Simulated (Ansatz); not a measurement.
**SiC: response to strain**

Start from SiC (space group P6_3mc, No. 186; a = 3.078 Å, c = 10.076 Å). Axes: x lies along a and z along c of the hexagonal cell.

Strains are applied to the cell and any free atomic positions relax.

All numbers come from Ansatz (a program for electronic structure), PBEsol, PAW, cutoff 420 eV, spin-orbit coupling left out.

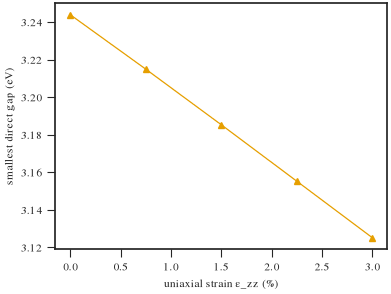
Figure. Smallest direct gap against uniaxial strain ε_zz

```
uniaxial strain ε_zz (%)  smallest direct gap
------------------------  -------------------
0.75                                  3.21 eV
1.5                                   3.19 eV
2.25                                  3.16 eV
3                                     3.13 eV
```

Stability against distortions was not tested.
